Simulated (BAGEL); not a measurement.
# One shape, several levels: CH5FSSi (SMILES F[SiH2]CS)

Aim: a comparison of 4 runs (B3LYP/6-31G*, B3LYP/def2-SVP, PBE0/def2-SVP, RI-MP2/def2-SVP) of CH5FSSi. 

The calculation is run with BAGEL 1.2.2.

## 1. The molecule

The species is CH5FSSi (9 atoms), meant as a singlet with charge 0. As SMILES, `F[SiH2]CS`. The coordinates come from a PBE0-D4/def2-TZVP relaxation. This is one conformer, not always the lowest.

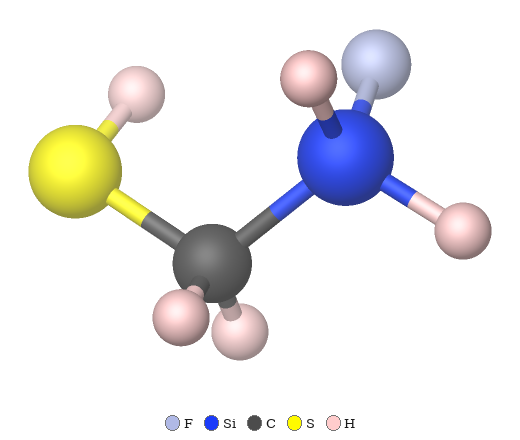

The structure, seen from a chosen angle (fluorine light blue, silicon blue, carbon dark grey, sulfur yellow, hydrogen pink).

## 2. A single-point energy at B3LYP/6-31G(d) (density fitting with qzvpp-jkfit, spherical functions) (run 1)

File job.json:

```json
{ "bagel": [

{
  "title": "molecule",
  "basis": "6-31gs.json",
  "df_basis": "qzvpp-jkfit",
  "angstrom": true,
  "geometry": [
    { "atom": "F", "xyz": [   -1.203900,    1.022400,   -1.148300 ] },
    { "atom": "Si", "xyz": [    0.301800,    0.797000,   -0.644100 ] },
    { "atom": "C", "xyz": [    0.354600,   -0.800100,    0.313200 ] },
    { "atom": "S", "xyz": [   -0.845400,   -0.782700,    1.674000 ] },
    { "atom": "H", "xyz": [    1.162300,    0.735300,   -1.853000 ] },
    { "atom": "H", "xyz": [    0.674300,    1.938000,    0.222400 ] },
    { "atom": "H", "xyz": [    1.336700,   -0.892800,    0.786300 ] },
    { "atom": "H", "xyz": [    0.215400,   -1.677900,   -0.321900 ] },
    { "atom": "H", "xyz": [   -1.907300,   -0.385700,    0.954300 ] }
  ]
},
{
  "title": "ks",
  "xc_func": "b3lyp"
},
{
  "title": "print",
  "file": "orbitals.molden",
  "orbitals": true
}

]}
```

The basis set 6-31G* is read from a file made from the Basis Set Exchange's data (not shown).

On the command line:

```bash
BAGEL_NUM_THREADS=1 BAGEL job.json > job.out
```

The program printed:

```text
* using 1 threads per process

  ===============================================================
  ===============================================================

  *** Geometry ***

  { "atom" : "F", "xyz" : [     -2.275041,      1.932056,     -2.169973 ] },
  { "atom" : "Si", "xyz" : [      0.570319,      1.506112,     -1.217173 ] },
  { "atom" : "C", "xyz" : [      0.670097,     -1.511970,      0.591862 ] },
  { "atom" : "S", "xyz" : [     -1.597574,     -1.479089,      3.163402 ] },
  { "atom" : "H", "xyz" : [      2.196429,      1.389516,     -3.501663 ] },
  { "atom" : "H", "xyz" : [      1.274242,      3.662289,      0.420275 ] },
  { "atom" : "H", "xyz" : [      2.525997,     -1.687147,      1.485892 ] },
  { "atom" : "H", "xyz" : [      0.407047,     -3.170771,     -0.608303 ] },
  { "atom" : "H", "xyz" : [     -3.604275,     -0.728867,      1.803366 ] },

  Number of auxiliary basis functions:      498

  Since a DF basis is specified, we compute 2- and 3-index integrals:
    o Being stored without compression. Storage requirement is 0.022 GB

  Number of basis functions:       74
  Number of electrons      :       50

    * METHOD: MOLECULE                             0.26

  *** Kohn-Sham DFT ***

    * Removing 16572 points whose weight is below 1.00e-10
    * Grid points: 117582

  === Nuclear Repulsion ===
   221.2799463155

       - DIIS with orbital gradients will be used.

  === KS iteration (b3lyp / 6-31gs.json) ===
      0       -803.81901315          0.13805836           0.39
      1       -793.60431983          0.11304068           0.38
      2       -783.78130909          0.17011529           0.38
      3       -817.32978242          0.11262187           0.39
      4       -825.39944259          0.08218479           0.39
      5       -827.37254989          0.05157448           0.39
      6       -828.08099235          0.03475140           0.38
      7       -828.58322610          0.01235366           0.39
      8       -828.67162130          0.00427981           0.39
      9       -828.68386751          0.00137909           0.38
     10       -828.68474728          0.00030913           0.39
     11       -828.68478473          0.00008600           0.38
     12       -828.68478790          0.00001703           0.38
     13       -828.68478803          0.00000391           0.39
     14       -828.68478804          0.00000103           0.38
     15       -828.68478804          0.00000048           0.38
     16       -828.68478804          0.00000008           0.38
     17       -828.68478804          0.00000004           0.38
     18       -828.68478804          0.00000001           0.38
     19       -828.68478804          0.00000000           0.38
    * SCF iteration converged.

    * Permanent dipole moment:
           (   -0.550543,     0.155203,     0.324396) a.u.

    * METHOD: KS                                   8.19

    * METHOD: PRINT                                0.01

  ===============================================================
```

It took 8.7 s on 1 thread of Arm Neoverse V2, shared host; peak memory 0.44 GiB.

## 3. A single-point energy at B3LYP/def2-SVP (density fitting with qzvpp-jkfit) (run 2)

File calc.json:

```json
{ "bagel" : [

{
  "title" : "molecule",
  "basis" : "svp",
  "df_basis" : "qzvpp-jkfit",
  "angstrom" : true,
  "geometry" : [
    { "atom" : "F", "xyz" : [   -1.203900,    1.022400,   -1.148300 ] },
    { "atom" : "Si", "xyz" : [    0.301800,    0.797000,   -0.644100 ] },
    { "atom" : "C", "xyz" : [    0.354600,   -0.800100,    0.313200 ] },
    { "atom" : "S", "xyz" : [   -0.845400,   -0.782700,    1.674000 ] },
    { "atom" : "H", "xyz" : [    1.162300,    0.735300,   -1.853000 ] },
    { "atom" : "H", "xyz" : [    0.674300,    1.938000,    0.222400 ] },
    { "atom" : "H", "xyz" : [    1.336700,   -0.892800,    0.786300 ] },
    { "atom" : "H", "xyz" : [    0.215400,   -1.677900,   -0.321900 ] },
    { "atom" : "H", "xyz" : [   -1.907300,   -0.385700,    0.954300 ] }
  ]
},
{ "title" : "ks", "xc_func" : "b3lyp" },
{ "title" : "print", "file" : "orbitals.molden", "orbitals" : true }

]}
```

On the command line:

```bash
BAGEL_NUM_THREADS=1 BAGEL calc.json > calc.out
```

The program printed:

```text
* using 1 threads per process

  ===============================================================
  ===============================================================

  *** Geometry ***

  { "atom" : "F", "xyz" : [     -2.275041,      1.932056,     -2.169973 ] },
  { "atom" : "Si", "xyz" : [      0.570319,      1.506112,     -1.217173 ] },
  { "atom" : "C", "xyz" : [      0.670097,     -1.511970,      0.591862 ] },
  { "atom" : "S", "xyz" : [     -1.597574,     -1.479089,      3.163402 ] },
  { "atom" : "H", "xyz" : [      2.196429,      1.389516,     -3.501663 ] },
  { "atom" : "H", "xyz" : [      1.274242,      3.662289,      0.420275 ] },
  { "atom" : "H", "xyz" : [      2.525997,     -1.687147,      1.485892 ] },
  { "atom" : "H", "xyz" : [      0.407047,     -3.170771,     -0.608303 ] },
  { "atom" : "H", "xyz" : [     -3.604275,     -0.728867,      1.803366 ] },

  Number of auxiliary basis functions:      498

  Since a DF basis is specified, we compute 2- and 3-index integrals:
    o Being stored without compression. Storage requirement is 0.032 GB

  Number of basis functions:       89
  Number of electrons      :       50

    * METHOD: MOLECULE                             0.25

  *** Kohn-Sham DFT ***

    * Removing 16572 points whose weight is below 1.00e-10
    * Grid points: 117582

  === Nuclear Repulsion ===
   221.2799463155

       - DIIS with orbital gradients will be used.

  === KS iteration (b3lyp / svp) ===
      0       -803.37422600          0.10559575           0.48
      1       -788.09539280          0.12292285           0.46
      2       -784.63035695          0.12869594           0.45
      3       -818.74628777          0.10564161           0.45
      4       -824.64066749          0.07392937           0.46
      5       -827.78356781          0.02984197           0.46
      6       -828.27921754          0.01394824           0.46
      7       -828.38931362          0.00526504           0.45
      8       -828.40384929          0.00173163           0.45
      9       -828.40478297          0.00129376           0.45
     10       -828.40568148          0.00007712           0.45
     11       -828.40568455          0.00002377           0.45
     12       -828.40568490          0.00000930           0.46
     13       -828.40568495          0.00000477           0.45
     14       -828.40568496          0.00000056           0.45
     15       -828.40568496          0.00000032           0.46
     16       -828.40568496          0.00000013           0.45
     17       -828.40568496          0.00000002           0.45
     18       -828.40568496          0.00000000           0.45
    * SCF iteration converged.

    * Permanent dipole moment:
           (   -0.502960,     0.193440,     0.207255) a.u.

    * METHOD: KS                                   9.19

    * METHOD: PRINT                                0.01

  ===============================================================
```

It took 9.6 s on 1 thread of Arm Neoverse V2, shared host; peak memory 0.5 GiB.

## 4. The energy at PBE0/def2-SVP (density fitting with qzvpp-jkfit) (run 3)

File input.json:

```json
{ "bagel" : [

{
  "title" : "molecule",
  "basis" : "svp",
  "df_basis" : "qzvpp-jkfit",
  "angstrom" : "true",
  "geometry" : [
    { "atom" : "F", "xyz" : [   -1.203900,    1.022400,   -1.148300 ] },
    { "atom" : "Si", "xyz" : [    0.301800,    0.797000,   -0.644100 ] },
    { "atom" : "C", "xyz" : [    0.354600,   -0.800100,    0.313200 ] },
    { "atom" : "S", "xyz" : [   -0.845400,   -0.782700,    1.674000 ] },
    { "atom" : "H", "xyz" : [    1.162300,    0.735300,   -1.853000 ] },
    { "atom" : "H", "xyz" : [    0.674300,    1.938000,    0.222400 ] },
    { "atom" : "H", "xyz" : [    1.336700,   -0.892800,    0.786300 ] },
    { "atom" : "H", "xyz" : [    0.215400,   -1.677900,   -0.321900 ] },
    { "atom" : "H", "xyz" : [   -1.907300,   -0.385700,    0.954300 ] }
  ]
},
{ "title" : "ks", "xc_func" : "pbe0" },
{ "title" : "print", "file" : "orbitals.molden", "orbitals" : "true" }

]}
```

On the command line:

```bash
BAGEL_NUM_THREADS=1 BAGEL input.json > input.out
```

The program printed:

```text
* using 1 threads per process

  ===============================================================
  ===============================================================

  *** Geometry ***

  { "atom" : "F", "xyz" : [     -2.275041,      1.932056,     -2.169973 ] },
  { "atom" : "Si", "xyz" : [      0.570319,      1.506112,     -1.217173 ] },
  { "atom" : "C", "xyz" : [      0.670097,     -1.511970,      0.591862 ] },
  { "atom" : "S", "xyz" : [     -1.597574,     -1.479089,      3.163402 ] },
  { "atom" : "H", "xyz" : [      2.196429,      1.389516,     -3.501663 ] },
  { "atom" : "H", "xyz" : [      1.274242,      3.662289,      0.420275 ] },
  { "atom" : "H", "xyz" : [      2.525997,     -1.687147,      1.485892 ] },
  { "atom" : "H", "xyz" : [      0.407047,     -3.170771,     -0.608303 ] },
  { "atom" : "H", "xyz" : [     -3.604275,     -0.728867,      1.803366 ] },

  Number of auxiliary basis functions:      498

  Since a DF basis is specified, we compute 2- and 3-index integrals:
    o Being stored without compression. Storage requirement is 0.032 GB

  Number of basis functions:       89
  Number of electrons      :       50

    * METHOD: MOLECULE                             0.25

  *** Kohn-Sham DFT ***

    * Removing 16572 points whose weight is below 1.00e-10
    * Grid points: 117582

  === Nuclear Repulsion ===
   221.2799463155

       - DIIS with orbital gradients will be used.

  === KS iteration (pbe0 / svp) ===
      0       -802.96763856          0.10541808           0.47
      1       -787.48167705          0.12369345           0.45
      2       -784.93368670          0.12621194           0.45
      3       -809.99703464          0.15308640           0.44
      4       -825.95207745          0.05290171           0.45
      5       -827.67909075          0.01978119           0.44
      6       -827.74800777          0.01808224           0.44
      7       -827.95509563          0.00305281           0.45
      8       -827.95979254          0.00126534           0.44
      9       -827.96066107          0.00019329           0.45
     10       -827.96068354          0.00004506           0.45
     11       -827.96068477          0.00000895           0.45
     12       -827.96068481          0.00000262           0.45
     13       -827.96068481          0.00000044           0.45
     14       -827.96068481          0.00000015           0.45
     15       -827.96068481          0.00000008           0.45
     16       -827.96068481          0.00000002           0.44
     17       -827.96068481          0.00000001           0.45
    * SCF iteration converged.

    * Permanent dipole moment:
           (   -0.518231,     0.185191,     0.241563) a.u.

    * METHOD: KS                                   8.61

    * METHOD: PRINT                                0.01

  ===============================================================
```

Run time: 9.3 s. Hardware: 1 thread of Arm Neoverse V2, shared host; peak memory 0.5 GiB.

## 5. A single-point energy at RI-MP2/def2-SVP (density fitting with qzvpp-jkfit) (run 4)

File calc.json:

```json
{ "bagel": [

{
  "title": "molecule",
  "basis": "svp",
  "df_basis": "qzvpp-jkfit",
  "angstrom": true,
  "geometry": [
    { "atom": "F", "xyz": [   -1.203900,    1.022400,   -1.148300 ] },
    { "atom": "Si", "xyz": [    0.301800,    0.797000,   -0.644100 ] },
    { "atom": "C", "xyz": [    0.354600,   -0.800100,    0.313200 ] },
    { "atom": "S", "xyz": [   -0.845400,   -0.782700,    1.674000 ] },
    { "atom": "H", "xyz": [    1.162300,    0.735300,   -1.853000 ] },
    { "atom": "H", "xyz": [    0.674300,    1.938000,    0.222400 ] },
    { "atom": "H", "xyz": [    1.336700,   -0.892800,    0.786300 ] },
    { "atom": "H", "xyz": [    0.215400,   -1.677900,   -0.321900 ] },
    { "atom": "H", "xyz": [   -1.907300,   -0.385700,    0.954300 ] }
  ]
},
{ "title": "hf" },
{ "title": "mp2", "ncore": 12 }

]}
```

On the command line:

```bash
BAGEL_NUM_THREADS=1 BAGEL calc.json > calc.out
```

The program printed:

```text
* using 1 threads per process

  ===============================================================
  ===============================================================

  *** Geometry ***

  { "atom" : "F", "xyz" : [     -2.275041,      1.932056,     -2.169973 ] },
  { "atom" : "Si", "xyz" : [      0.570319,      1.506112,     -1.217173 ] },
  { "atom" : "C", "xyz" : [      0.670097,     -1.511970,      0.591862 ] },
  { "atom" : "S", "xyz" : [     -1.597574,     -1.479089,      3.163402 ] },
  { "atom" : "H", "xyz" : [      2.196429,      1.389516,     -3.501663 ] },
  { "atom" : "H", "xyz" : [      1.274242,      3.662289,      0.420275 ] },
  { "atom" : "H", "xyz" : [      2.525997,     -1.687147,      1.485892 ] },
  { "atom" : "H", "xyz" : [      0.407047,     -3.170771,     -0.608303 ] },
  { "atom" : "H", "xyz" : [     -3.604275,     -0.728867,      1.803366 ] },

  Number of auxiliary basis functions:      498

  Since a DF basis is specified, we compute 2- and 3-index integrals:
    o Being stored without compression. Storage requirement is 0.032 GB

  Number of basis functions:       89
  Number of electrons      :       50

    * METHOD: MOLECULE                             0.25

  *** RHF ***

  === Nuclear Repulsion ===
   221.2799463155

      * DIIS with orbital gradients will be used.

  === RHF iteration (svp) ===
      0       -826.25892987          0.01461182           0.10
      1       -826.36857973          0.00843730           0.09
      2       -826.40934209          0.00129965           0.10
      3       -826.41077653          0.00030887           0.09
      4       -826.41084213          0.00008119           0.09
      5       -826.41084790          0.00002029           0.09
      6       -826.41084839          0.00000626           0.10
      7       -826.41084845          0.00000148           0.09
      8       -826.41084845          0.00000061           0.09
      9       -826.41084845          0.00000026           0.09
     10       -826.41084845          0.00000008           0.09
     11       -826.41084845          0.00000003           0.09
     12       -826.41084845          0.00000001           0.09
     13       -826.41084845          0.00000000           0.09
    * SCF iteration converged.

    * Permanent dipole moment:
           (   -0.632534,     0.167669,     0.261181) a.u.

    * METHOD: HF                                   1.52

  *** RHF ***

  === Nuclear Repulsion ===
   221.2799463155

      * DIIS with orbital gradients will be used.

  === RHF iteration (svp) ===
      0       -826.41084845          0.00000000           0.09
    * SCF iteration converged.

    * Permanent dipole moment:
           (   -0.632534,     0.167669,     0.261181) a.u.

  === DF-MP2 calculation ===

    * freezing 12 orbitals
    * 3-index integral transformation done
    * assembly done

      MP2 correlation energy:   -0.5583493289      0.05

      MP2 total energy:       -826.9691977796

    * METHOD: MP2                                  0.25

  ===============================================================
```

Run time: 2.2 s. Hardware: 1 thread of Arm Neoverse V2, shared host; peak memory 0.13 GiB.

## 6. All runs side by side

```tsv
run	level	frozen core orbitals	energy (Eh)	dipole moment (D)	HOMO energy (eV)	LUMO energy (eV)	wall time
1	B3LYP/6-31G* (density fitting with qzvpp-jkfit, spherical functions)	–	-828.684788	1.67	-6.57	0.22	8.7 s
2	B3LYP/def2-SVP (density fitting with qzvpp-jkfit)	–	-828.405685	1.47	-6.53	0.38	9.6 s
3	PBE0/def2-SVP (density fitting with qzvpp-jkfit)	–	-827.960685	1.53	-6.83	0.55	9.3 s
4	RI-MP2/def2-SVP (density fitting with qzvpp-jkfit)	12	-826.969198	–	–	–	2.2 s
```

## 7. Summary of results

```
                                           quantity          value
                                run 4: total energy  -826.96920 Eh
run 4: correlation energy (12 core orbitals frozen)     -558.3 mEh
```

In words: Over runs 1, 2, 3 the dipole moment (its size) runs from 1.47 D (B3LYP/def2-SVP) to 1.67 D (B3LYP/6-31G*). Over runs 1, 2, 3 the HOMO–LUMO gap runs from 6.79 eV (B3LYP/6-31G*) to 7.38 eV (PBE0/def2-SVP). The two ends differ in method and basis. Totals of different functionals can't be ranked against each other. All runs together took 30 s, the longest 9.6 s.
